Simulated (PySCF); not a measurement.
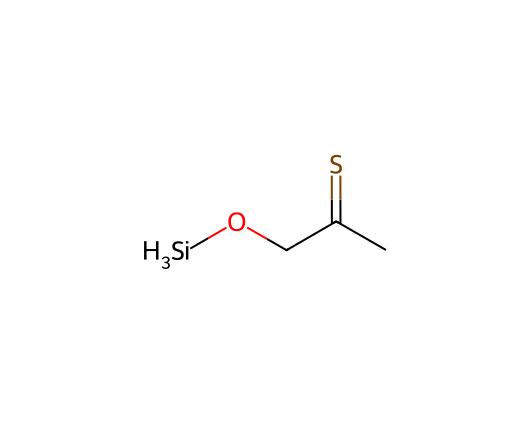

Transcribe the drawing into SMILES.

Answer. CC(=S)CO[SiH3]

Give the formula, hydrogens included.

Answer. C3H8OSSi.

The parts below concern this one geometry. Atoms keep their numbers from picture to picture. Computed geometry: PBE0-D3(BJ)/def2-SVP optimisation. No frequency run is at hand to confirm it as a minimum.

**NMR shielding**

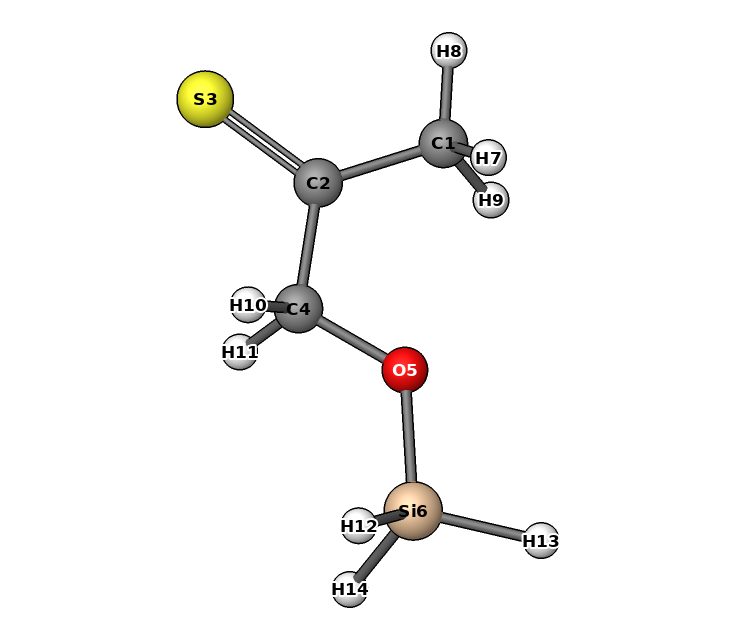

The questions are on isotropic NMR shieldings of the C atoms. No frequency run is at hand to confirm it as a minimum. Method: GIAO PBE0/pcSseg-1 NMR shielding, non-relativistic, IEF-PCM dichloromethane (PySCF 2.14.0).

Give the isotropic NMR shieldings of the C atoms atom by atom.

```tsv
atom	σ (ppm)
C1	141.0
C2	−100.7
C4	100.9
```

**Levels of theory compared**

No frequency run is at hand to confirm it as a minimum. Program: PySCF 2.14.0.

Tabulate HOMO energy (eV) at these levels: BHandHLYP/aug-pcX-1 (pcseg-1 on H) (def2-SVPD on Si) (def2-SVPD on S); CAM-B3LYP/def2-SVPD; CAM-B3LYP/def2-SVPD in dichloromethane (IEF-PCM); CAM-B3LYP/def2-SVPD in methanol (IEF-PCM); PBE0/pcSseg-1 in dichloromethane (IEF-PCM); PBE0/pcSseg-1 in methanol (IEF-PCM).

| level | HOMO energy (eV) |
| --- | --- |
| BHandHLYP/aug-pcX-1 (pcseg-1 on H) (def2-SVPD on Si) (def2-SVPD on S) | −7.59 |
| CAM-B3LYP/def2-SVPD | −7.82 |
| CAM-B3LYP/def2-SVPD in dichloromethane (IEF-PCM) | −7.99 |
| CAM-B3LYP/def2-SVPD in methanol (IEF-PCM) | −8.02 |
| PBE0/pcSseg-1 in dichloromethane (IEF-PCM) | −6.64 |
| PBE0/pcSseg-1 in methanol (IEF-PCM) | −6.67 |

**Dipole moment**

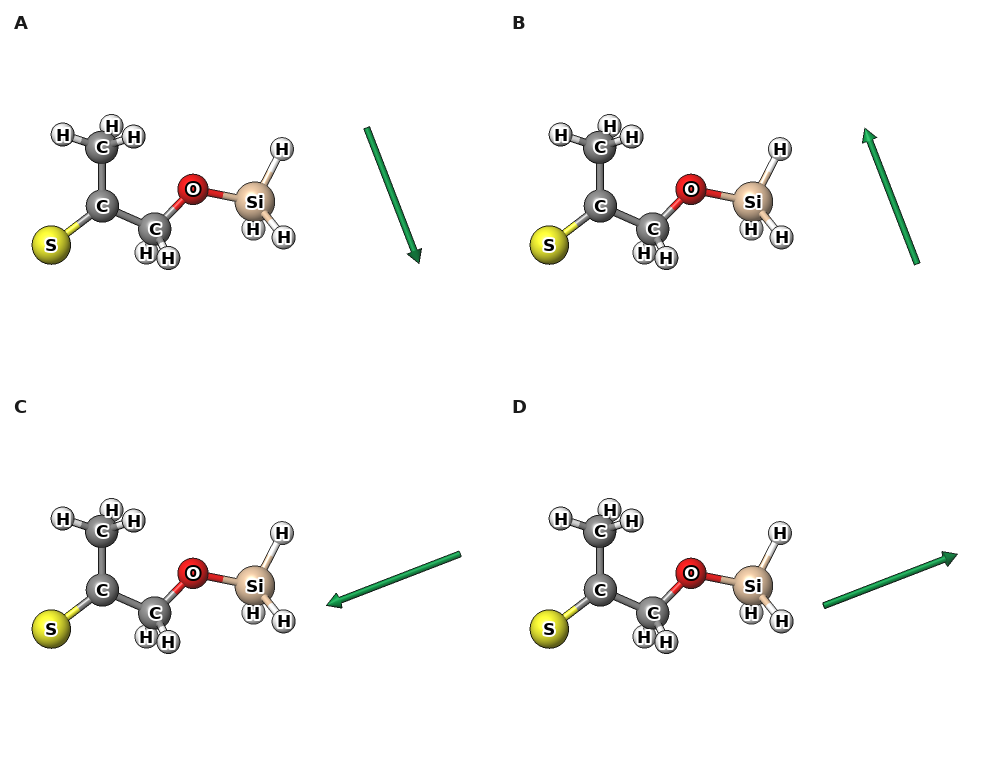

The same molecule four times, each with an arrow. No frequency run is at hand to confirm it as a minimum. Method: CAM-B3LYP/def2-SVPD, gas phase (PySCF 2.14.0).

Which arrow points along the dipole moment, from the negative to the positive end?

Answer. D. The dipole moment is 2.60 D.
